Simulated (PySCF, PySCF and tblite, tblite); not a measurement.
# C₅H₆ClFO: telling isomers apart by computed NMR, part 2 of 2

PySCF and tblite. Atoms count from 0. Earlier steps stand in the parts before.

### Step 8. Shieldings, isomer B, conformer 1: wB97X/pcSseg-1 in acetone

What the job is given:

```
{"job": {"xc": "wB97X", "basis": "pcSseg-1", "solvent": "acetone", "kind": "nmr", "pop": false}, "charge": 0, "multiplicity": 1}
F      1.041287    -1.916894     0.795551
C      0.464587    -1.088525    -0.132156
C     -1.061161    -1.089849     0.064511
O     -1.417978     0.131948     0.698862
C     -0.357264     1.034269     0.647187
C      0.183708     1.375024    -0.715694
C      0.870692     0.346954     0.141119
Cl     2.474376     0.640671     0.752307
H      0.775224    -1.465430    -1.114249
H     -1.578037    -1.177862    -0.900472
H     -1.359471    -1.921791     0.711728
H     -0.370803     1.759752     1.451385
H     -0.348400     1.041873    -1.598026
H      0.682563     2.329387    -0.824221
```

Standard output:

```text
coarse grid: 12952 points
cycle   1  E = -829.0084290723  dE =  1.856e+00  |g| = 8.246e-01  |ddm| = 3.429e+00
cycle   2  E = -829.0083307684  dE =  9.830e-05  |g| = 9.066e-01  |ddm| = 1.149e+00
cycle   3  E = -829.1428266612  dE = -1.345e-01  |g| = 5.340e-02  |ddm| = 5.995e-01
cycle   4  E = -829.1435280687  dE = -7.014e-04  |g| = 2.370e-02  |ddm| = 8.288e-02
cycle   5  E = -829.1436649801  dE = -1.369e-04  |g| = 6.400e-03  |ddm| = 3.362e-02
cycle   6  E = -829.1436769352  dE = -1.196e-05  |g| = 1.319e-03  |ddm| = 1.240e-02
cycle   7  E = -829.1436777879  dE = -8.527e-07  |g| = 6.642e-04  |ddm| = 3.980e-03
final grid: 122832 points
cycle   8  E = -829.2209171101  dE = -1.561e-04  |g| = 7.484e-03  |ddm| = 4.937e-02
cycle   9  E = -829.2209204683  dE = -3.358e-06  |g| = 6.959e-03  |ddm| = 1.344e-02
cycle  10  E = -829.2209273682  dE = -6.900e-06  |g| = 7.351e-04  |ddm| = 4.743e-03
cycle  11  E = -829.2209274717  dE = -1.035e-07  |g| = 3.538e-04  |ddm| = 1.071e-03
cycle  12  E = -829.2209274948  dE = -2.313e-08  |g| = 5.558e-05  |ddm| = 3.858e-04
cycle  13  E = -829.2209274959  dE = -1.095e-09  |g| = 2.716e-05  |ddm| = 1.160e-04
cycle  14  E = -829.2209274961  dE = -2.110e-10  |g| = 7.826e-06  |ddm| = 5.021e-05
converged SCF energy = -829.2209274961

GIAO shielding tensors (ppm)
atom      isotropic    diamagn.    paramagn.     s11        s22        s33       span
  0 F      381.785     471.428     -89.642    337.036    387.711    420.608     83.572
  1 C       91.025     241.131    -150.106     63.708     83.396    125.972     62.264
  2 C      110.297     245.280    -134.982     71.375    107.699    151.817     80.442
  3 O      307.578     396.647     -89.069    213.583    337.258    371.892    158.309
  4 C      121.011     247.726    -126.715     71.437    103.153    188.441    117.004
  5 C      167.906     252.970     -85.064    140.963    164.514    198.242     57.279
  6 C      141.032     249.938    -108.905    102.003    122.656    198.438     96.435
  7 Cl     863.433    1146.585    -283.152    702.448    794.361   1093.490    391.042
  8 H       26.389      28.298      -1.909     22.081     26.363     30.724      8.642
  9 H       27.444      28.553      -1.109     23.175     25.500     33.656     10.481
 10 H       27.082      27.737      -0.655     22.519     25.826     32.900     10.380
 11 H       27.340      29.810      -2.469     22.049     26.438     33.534     11.485
 12 H       30.557      30.373       0.184     24.399     28.995     38.278     13.878
 13 H       30.540      30.118       0.422     24.802     27.461     39.357     14.556
```

It took 23 s on 1 thread of Arm Neoverse V2, shared host; peak memory 0.95 GiB.

This run: HOMO -9.53 eV, LUMO 2.91 eV; dipole 3.27 D.

### Step 9. Single-point energy, isomer B, conformer 1: TPSS/cc-pVDZ in acetone

Changed since step 8:

```diff
@@ -1,2 +1,2 @@
-{"job": {"xc": "wB97X", "basis": "pcSseg-1", "solvent": "acetone", "kind": "nmr", "pop": false}, "charge": 0, "multiplicity": 1}
+{"job": {"xc": "TPSS", "basis": "cc-pVDZ", "solvent": "acetone", "kind": "sp"}, "charge": 0, "multiplicity": 1}
 F      1.041287    -1.916894     0.795551
```

Standard output:

```text
coarse grid: 57528 points
cycle   1  E = -829.3550588810  dE =  1.201e+00  |g| = 7.521e-01  |ddm| = 7.198e+00
cycle   2  E = -829.1448032694  dE =  2.103e-01  |g| = 1.310e+00  |ddm| = 2.732e+00
cycle   3  E = -829.4508226054  dE = -3.060e-01  |g| = 1.481e-01  |ddm| = 1.752e+00
cycle   4  E = -829.4554413143  dE = -4.619e-03  |g| = 5.303e-02  |ddm| = 3.158e-01
cycle   5  E = -829.4560895047  dE = -6.482e-04  |g| = 1.408e-02  |ddm| = 1.003e-01
cycle   6  E = -829.4561354808  dE = -4.598e-05  |g| = 4.218e-03  |ddm| = 3.235e-02
cycle   7  E = -829.4561393386  dE = -3.858e-06  |g| = 1.069e-03  |ddm| = 7.637e-03
final grid: 122832 points
cycle   8  E = -829.4564168694  dE =  3.561e-07  |g| = 1.755e-03  |ddm| = 5.688e-03
cycle   9  E = -829.4564156687  dE =  1.201e-06  |g| = 2.885e-03  |ddm| = 7.270e-03
cycle  10  E = -829.4564176036  dE = -1.935e-06  |g| = 1.524e-04  |ddm| = 4.414e-03
cycle  11  E = -829.4564176092  dE = -5.573e-09  |g| = 2.013e-05  |ddm| = 3.133e-04
cycle  12  E = -829.4564176092  dE = -8.436e-11  |g| = 5.248e-06  |ddm| = 3.653e-05
converged SCF energy = -829.4564176092
```

It took 13 s on 1 thread of Arm Neoverse V2, shared host; peak memory 0.7 GiB.

This run: HOMO -5.48 eV, LUMO -0.08 eV; dipole 2.91 D.

### Step 10. The ensemble, isomer B: properties at wB97X/pcSseg-1 in acetone

What the job is given:

```
{"job": {"study": "conf", "smiles": "F[C@H]1CO[C@@H]2C[C@]12Cl", "search": {"seed": 8349, "n_embed": 60, "ff_keep": 14, "window": 2.5, "nmax": 6, "temps": [250, 298.15, 350], "t_ref": 298.15, "order": 0.0005}, "level": {"nmr": {"xc": "wB97X", "basis": "pcSseg-1", "solvent": "acetone"}, "sp": {"xc": "TPSS", "basis": "cc-pVDZ", "solvent": "acetone"}, "alter": {"geometry": "GFN1-xTB"}, "change": "wB97X/pcSseg-1; solvent acetone; energies TPSS/cc-pVDZ; GFN1-xTB geometries"}, "kind": "conf"}, "charge": 0, "multiplicity": 1}
F      1.041287    -1.916894     0.795551
C      0.464587    -1.088525    -0.132156
C     -1.061161    -1.089849     0.064511
O     -1.417978     0.131948     0.698862
C     -0.357264     1.034269     0.647187
C      0.183708     1.375024    -0.715694
C      0.870692     0.346954     0.141119
Cl     2.474376     0.640671     0.752307
H      0.775224    -1.465430    -1.114249
H     -1.578037    -1.177862    -0.900472
H     -1.359471    -1.921791     0.711728
H     -0.370803     1.759752     1.451385
H     -0.348400     1.041873    -1.598026
H      0.682563     2.329387    -0.824221
```

Standard output:

```text
conformer  sym    E(xTB)   E(DFT)   G(298.15 K)  weight  dipole/D
    1     C1      0.000    0.000    0.000   1.0000    2.914

mean shielding (ppm) by class
class atoms           250 K   298.15 K      350 K
  0 F  0            381.785    381.785    381.785
  1 C  1             91.025     91.025     91.025
  2 C  2            110.297    110.297    110.297
  3 O  3            307.578    307.578    307.578
  4 C  4             121.01     121.01     121.01
  5 C  5            167.906    167.906    167.906
  6 C  6            141.032    141.032    141.032
  7 Cl 7            863.433    863.433    863.433
  8 H  8             26.389     26.389     26.389
  9 H  9             27.444     27.444     27.444
 10 H  10            27.082     27.082     27.082
 11 H  11             27.34      27.34      27.34
 12 H  12            30.557     30.557     30.557
 13 H  13             30.54      30.54      30.54
```

Wall time 36 s (1 thread of Arm Neoverse V2, shared host). This counts the runs that the step sums up.

Against the first level, at 298 K (shieldings, ppm; largest changes first):

```tsv
atoms	PBE0/pcSseg-1	wB97X/pcSseg-1 in acetone	change
Cl7	836	863	+27
F0	367.3	381.8	+14.5
O3	294.6	307.6	+13.0
C6	135.4	141.0	+5.6
C4	117.1	121.0	+3.9
C1	87.7	91.0	+3.3
C2	109.2	110.3	+1.1
C5	167.1	167.9	+0.8
H9	27.82	27.44	-0.38
H8	26.70	26.39	-0.32
```

Weights: from PBE0/pcSseg-1 energies 1: 100 %; from TPSS/cc-pVDZ in acetone energies 1: 100 % (with a dispersion term where the level has one and the same thermal terms, so they don't follow from the SCF energies alone). Times: 18 s and 36 s.

### Step 11. Assigning the signals

What the job is given:

```
{"job": {"study": "set", "relation": "diastereomers", "members": [{"smiles": "[F:1][C@@H:2]1[CH2:3][O:4][C@@H:5]2[CH2:6][C@:7]12[Cl:8]"}, {"smiles": "[F:1][C@H:2]1[CH2:3][O:4][C@@H:5]2[CH2:6][C@:7]12[Cl:8]"}], "charge": 0, "search": {"seed": 8349, "n_embed": 60, "ff_keep": 14, "window": 2.5, "nmax": 6, "temps": [250, 298.15, 350], "t_ref": 298.15, "order": 0.0005}, "level": {"nmr": {"xc": "PBE0", "basis": "pcSseg-1"}}, "dp4": {"C": [1.5, 10], "H": [0.2, 10]}, "second_levels": [{"nmr": {"xc": "wB97X", "basis": "pcSseg-1", "solvent": "acetone"}, "wide": true, "sp": {"xc": "TPSS", "basis": "cc-pVDZ", "solvent": "acetone"}, "alter": {"geometry": "GFN1-xTB"}, "change": "wB97X/pcSseg-1; solvent acetone; energies TPSS/cc-pVDZ; GFN1-xTB geometries"}], "kind": "set"}, "charge": 0, "multiplicity": 1}
F     -0.585103     1.068665     1.796347
C     -0.692055     0.880506     0.436942
C     -1.440062    -0.442266     0.156917
O     -0.764797    -1.122550    -0.884347
C      0.530122    -0.622898    -0.980821
C      1.400816    -0.555007     0.245658
C      0.652823     0.665199    -0.221445
Cl     1.498554     2.070677    -0.823926
H     -1.200380     1.766372     0.042857
H     -1.438313    -1.041640     1.075967
H     -2.472083    -0.286808    -0.161701
H      0.960793    -0.791905    -1.955582
H      1.082061    -1.019479     1.165926
H      2.466946    -0.569339     0.085041
```

Standard output:

```text
isomer  G rel   conformers  SMILES
A     0.000      1   F[C@@H]1CO[C@@H]2C[C@]12Cl
B     0.820      1   F[C@H]1CO[C@@H]2C[C@]12Cl

signals of isomer B at the second level: probabilities [0.0, 1.0]
```

Run time: 74 s. Hardware: 1 thread of Arm Neoverse V2, shared host; peak memory 0.95 GiB. This counts the whole study up to here.

The 2 candidates (diastereomers), with energies and dipoles from their ensembles above, at 298 K; shieldings at PBE0/pcSseg-1:

```tsv
isomer	SMILES	conformers	ΔE	ΔG	μ rms (D)
A	F[C@@H]1CO[C@@H]2C[C@]12Cl	1	0.00	0.00	1.00
B	F[C@H]1CO[C@@H]2C[C@]12Cl	1	0.85	0.82	2.58
```

Energies in kcal/mol.

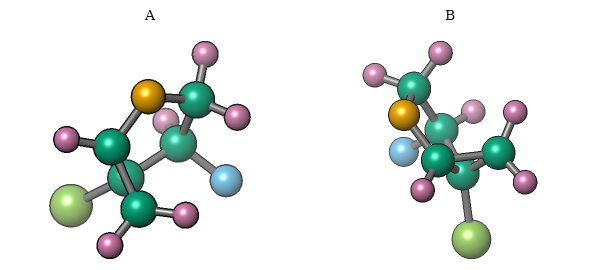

The leading conformer of each candidate.

The signals of isomer B, computed at a second level (wB97X/pcSseg-1 in acetone on GFN1-xTB geometries), stand in for a spectrum. The test takes 5 C values, 6 H values (hydrogens on carbon alone). Each candidate's shieldings are matched to them by assigned atoms (like hydrogens of one group may swap) by a straight-line fit, or by a shift alone where signals are few or close (slope 1; a small slope inflates the errors), and the errors are weighed by Student-t tails (C: width 1.5 ppm, H: width 0.2 ppm).

```tsv
candidate	C slope	C mean error	C largest	H slope	H mean error	H largest	P(C)	P(H)	P(all)
A	1.01	2.7	5.9	0.90	0.42	0.69	0.2	0.0	0.0
B	1.01	1.5	2.8	1.00	0.07	0.18	99.8	100.0	100.0
```

Errors in ppm, probabilities in per cent.

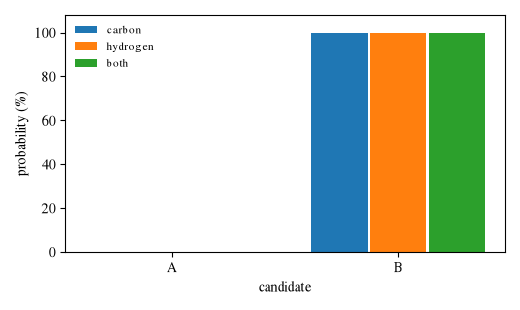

Probabilities for the signals of isomer B.

### Step 12. Results

What follows sums up all 2 parts.

```
                                                       quantity                                                 value
                                           conformers, isomer A  1; the first in weight is no. 1 (C1), 100 % at 298 K
                              root-mean-square dipole, isomer A                                                1.00 D
                  averaged ¹³C shifts, isomer A (PBE0/pcSseg-1)                     103.8, 75.4, 71.1, 53.5, 22.2 ppm
                   averaged ¹H shifts, isomer A (PBE0/pcSseg-1)                5.78, 4.49, 3.96, 3.77, 1.92, 1.09 ppm
                  averaged ¹⁹F shifts, isomer A (PBE0/pcSseg-1)                                            -217.8 ppm
                                           conformers, isomer B  1; the first in weight is no. 1 (C1), 100 % at 298 K
                              root-mean-square dipole, isomer B                                                2.58 D
                  averaged ¹³C shifts, isomer B (PBE0/pcSseg-1)                      99.2, 77.7, 69.8, 51.5, 19.9 ppm
                   averaged ¹H shifts, isomer B (PBE0/pcSseg-1)                5.01, 4.56, 4.11, 3.90, 0.94, 0.89 ppm
                  averaged ¹⁹F shifts, isomer B (PBE0/pcSseg-1)                                            -196.3 ppm
                                          lowest in free energy                                              isomer A
signals of B (wB97X/pcSseg-1 in acetone on GFN1-xTB geometries)                                     best fit B, 100 %
```

In words: The search found one conformer for isomer A in the window, so the averages are its own values. The search found one conformer for isomer B in the window, so the averages are its own values. Going from PBE0/pcSseg-1 to wB97X/pcSseg-1 in acetone moves Cl7 of isomer B most, by 27 ppm of raw shielding (the geometries differ too). The test names the right isomer, B, with 100 %. The stand-in spectrum is computed, so it shares conformers and some errors with the candidates; a measured one would test harder.
